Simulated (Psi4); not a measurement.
# Run report: AlH₅O, single-point calculation (part 2 of 2)

AlH₅O (Al(H2O)H3); A-CCSD(T)/6-311G, RHF (Psi4 1.11). The geometry comes from this level: GFN2-xTB.

Geometry of the input (Å):
```
Al 0.0382  -0.0633  -0.8780
O  -0.0249  0.0381  1.0091
H  -0.7347  -0.3195  1.5558
H  0.5880  0.5682  1.5313
H  1.6072  -0.0401  -0.9784
H  -0.7357  1.2458  -1.2695
H  -0.7379  -1.4292  -0.9703
```

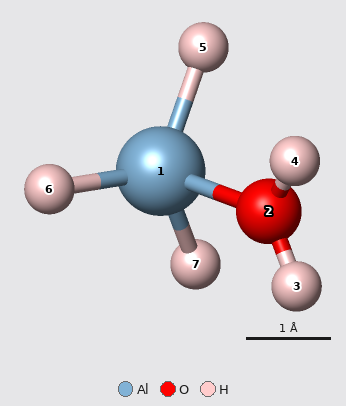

Fig. 1: The structure (ball-and-stick view, seen at a tilt; atoms are numbered from 1 in the order of the input). Sticks mark near contacts.

**Log, continued**
```
  QC_MODULE                     => (empty)
  RAS1                          => (empty)
  RAS2                          => (empty)
  RAS3                          => (empty)
  RAS4                          => (empty)
  READ_SCF_3INDEX               => (empty)
  REGULARIZATION                => (empty)
  REG_PARAM                     => (empty)
  RELATIVISTIC                  => (empty)
  REMP_A                        => (empty)
  RESTRICTED_DOCC               => (empty)
  RESTRICTED_UOCC               => (empty)
  RMS_MOGRAD_CONVERGENCE        => (empty)
  R_CONVERGENCE                 => (empty)
  SCF_TYPE                      => CD              !
  SCREENING                     => (empty)
  SCS_TYPE                      => (empty)
  SOCC                          => (empty)
  SOS_TYPE                      => (empty)
  TRIPLES_IABC_TYPE             => (empty)
  WFN                           => (empty)
  WFN_TYPE                      => DF-CCSD(AT)     !
  WRITER_FILE_LABEL             => (empty)
  ZORA_BASIS_TOLERANCE          => (empty)
  ZORA_NR_DEBUG                 => (empty)
  ZORA_PRUNING_SCHEME           => (empty)
  ZORA_RADIAL_POINTS            => (empty)
  ZORA_SPHERICAL_POINTS         => (empty)

	Warning: cc_lambda option is changed to TRUE
	For this residual convergence, default PCG convergence is:     1.00e-07
	For this energy convergence, default residual convergence is:     3.16e-07

 ==============================================================================
 ==============================================================================
 ==============================================================================

                       CD-CCSD

 ==============================================================================
 ==============================================================================
 ==============================================================================

	MO spaces...

	 FC   OCC   VIR   FV
	----------------------
	  0   13    36    0
	Reading Cholesky vectors from disk ...
	Cholesky decomposition threshold: 1.00e-04
	Number of Cholesky vectors:     191

	Total memory requirement for DF+CC int:      9.50 MB
	Memory for high mem Wabef algorithm   :     13.49 MB
	I will use the HIGH_MEM Wabef algorithm!

	Computing DF-MP2 energy ...
	=======================================================================
	Nuclear Repulsion Energy (a.u.)    :    63.20748997054245
	CD-HF Energy (a.u.)                :  -319.66041779210190
	REF Energy (a.u.)                  :  -319.66041779210190
	CD-MP2 Correlation Energy (a.u.)   :    -0.32430609945942
	CD-MP2 Total Energy (a.u.)         :  -319.98472389156132
	=======================================================================

 ==============================================================================
 ================ Performing DF-CCSD iterations... ============================
 ==============================================================================

  Iter       E_corr                  DE                 T2 RMS        T1 RMS
  ----   ----------------      ----------------       ----------    ----------
   1      -0.3343949050         -0.0100888055         9.95e-05      1.17e-03
   2      -0.3453400335         -0.0109451285         4.00e-05      3.62e-04
   3      -0.3458945204         -0.0005544869         8.19e-06      1.48e-04
   4      -0.3458400924          0.0000544280         2.34e-06      4.27e-05
   5      -0.3458850632         -0.0000449708         5.87e-07      1.19e-05
   6      -0.3458835633          0.0000014999         1.67e-07      2.91e-06
   7      -0.3458809715          0.0000025918         4.85e-08      7.07e-07
   8      -0.3458813654         -0.0000003939         1.60e-08      2.57e-07

 ==============================================================================
 ===================== DF-CCSD ITERATIONS ARE CONVERGED =======================
 ==============================================================================

	T1 diagnostic reference value:     0.02000000000000
	T1 diagnostic                :     0.00758331735776

	=======================================================================
	================ CCSD FINAL RESULTS ===================================
	=======================================================================
	Nuclear Repulsion Energy (a.u.)    :    63.20748997054245
	SCF Energy (a.u.)                  :  -319.66041779210190
	REF Energy (a.u.)                  :  -319.66041779210190
	CD-CCSD Correlation Energy (a.u.)  :    -0.34588136537241
	CD-CCSD Total Energy (a.u.)        :  -320.00629915747430
	=======================================================================

	total time  =          1 seconds =       0.02 minutes

 ==============================================================================
 ==============================================================================
 ==============================================================================

                       DF-CCSD(T)-Lambda

 ==============================================================================
 ==============================================================================
 ==============================================================================

	Solving Lambda amplitude equations...

 ==============================================================================
 ================ Performing DF-CCSDL iterations... ===========================
 ==============================================================================

  Iter       E_corr                  DE                 L2 RMS        L1 RMS
  ----   ----------------      ----------------       ----------    ----------
   1      -0.3446048119          0.0012765535         8.22e-06      2.85e-04
   2      -0.3437806214          0.0008241905         3.39e-06      3.91e-05
   3      -0.3436307336          0.0001498878         8.35e-07      2.45e-05
   4      -0.3436209001          0.0000098336         2.72e-07      4.08e-06
   5      -0.3436199831          0.0000009170         6.89e-08      1.46e-06
   6      -0.3436201271         -0.0000001440         2.15e-08      3.52e-07
   7      -0.3436201820         -0.0000000549         5.83e-09      9.27e-08

 ==============================================================================
 ===================== DF-CCSDL ITERATIONS ARE CONVERGED ======================
 ==============================================================================

	total time  =          2 seconds =       0.03 minutes

 ==============================================================================
 ==============================================================================
 ==============================================================================

                       DF-CCSD(AT)

 ==============================================================================
 ==============================================================================
 ==============================================================================

	Computing asymmetric triples (AT) correction...
	Number of ijk combinations: 455
               10.1         0 s
               20.0         0 s
               30.1         0 s
               40.0         0 s
               50.1         0 s
               60.0         0 s
               70.1         0 s
               80.0         1 s
               90.1         1 s
              100.0         1 s
	(AT) Correction (a.u.)             :    -0.00459360582563
	CD-CCSD(AT) Total Energy (a.u.)    :  -320.01089276329992

	total time  =          1 seconds =       0.02 minutes

  Variable Map:
  ----------------------------------------------------------------------------
  "A-(T) CORRECTION ENERGY"       =>      -0.004593605826
  "A-CCSD(T) CORRELATION ENERGY"  =>      -0.350474971198
  "A-CCSD(T) TOTAL ENERGY"        =>    -320.010892763300
  "CCSD CORRELATION ENERGY"       =>      -0.345881365372
  "CCSD DOUBLES ENERGY"           =>      -0.345881365372
  "CCSD SINGLES ENERGY"           =>       0.000000000000
  "CCSD TOTAL ENERGY"             =>    -320.006299157474
  "CURRENT CORRELATION ENERGY"    =>      -0.350474971198
  "CURRENT ENERGY"                =>    -320.010892763300
  "CURRENT REFERENCE ENERGY"      =>    -319.660417792102
  "DD SOLVATION ENERGY"           =>       0.000000000000
  "HF KINETIC ENERGY"             =>     319.755644469686
  "HF POTENTIAL ENERGY"           =>    -639.416062261787
  "HF TOTAL ENERGY"               =>    -319.660417792102
  "HF VIRIAL RATIO"               =>       1.999702189221
  "MP2 CORRELATION ENERGY"        =>      -0.324306099459
  "MP2 DOUBLES ENERGY"            =>      -0.324306099459
  "MP2 SINGLES ENERGY"            =>       0.000000000000
  "MP2 TOTAL ENERGY"              =>    -319.984723891561
  "NAUX (SCF)"                    =>     191.000000000000
  "NUCLEAR REPULSION ENERGY"      =>      63.207489970542
  "ONE-ELECTRON ENERGY"           =>    -568.872626354785
  "PCM POLARIZATION ENERGY"       =>       0.000000000000
  "PE ENERGY"                     =>       0.000000000000
  "SCF ITERATION ENERGY"          =>    -319.660417792102
  "SCF ITERATIONS"                =>      10.000000000000
  "SCF TOTAL ENERGY"              =>    -319.660417792102
  "SCS(N)-MP2 CORRELATION ENERGY" =>     319.660417792102
  "SCS(N)-MP2 TOTAL ENERGY"       =>       0.000000000000
  "SCS-MP2 CORRELATION ENERGY"    =>     319.660417792102
  "SCS-MP2 TOTAL ENERGY"          =>       0.000000000000
  "SOS-MP2 CORRELATION ENERGY"    =>     319.660417792102
  "SOS-MP2 TOTAL ENERGY"          =>       0.000000000000
  "TWO-ELECTRON ENERGY"           =>     186.004718592141

  Array Variable Map:
  ----------------------------------------------------------------------------
  "CURRENT DIPOLE"                =>      -0.133413566097 ... 2.176313870190 1 by 3
  "SCF DIPOLE"                    =>      -0.133413566097 ... 2.176313870190 1 by 3
  "SCF TOTAL ENERGIES"            =>    -318.931930430965 ... -319.660417792102 1 by 11

    Psi4 run time: 0:00:05.25
```

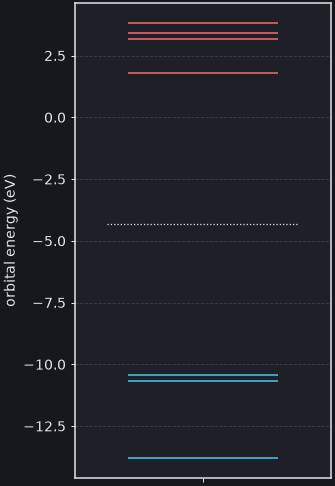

Fig. 2: Orbital energies near the frontier (SCF reference); the dotted line parts filled from empty levels, and levels within 0.02 eV of each other stand side by side. Highest filled −10.43 eV, lowest empty 1.78 eV, 12.21 eV apart.

**Results in brief**

```tsv
quantity	value
outcome	converged
total energy	−320.010893 hartree
SCF energy	−319.660418 hartree
MP2 energy	−319.984724 hartree
CCSD energy	−320.006299 hartree
correlation energy	−0.350475 hartree
basis functions	49
HOMO of the SCF reference	−10.43 eV
LUMO of the SCF reference	1.78 eV
wall time	6.3 s
peak memory	0.2 GiB
```
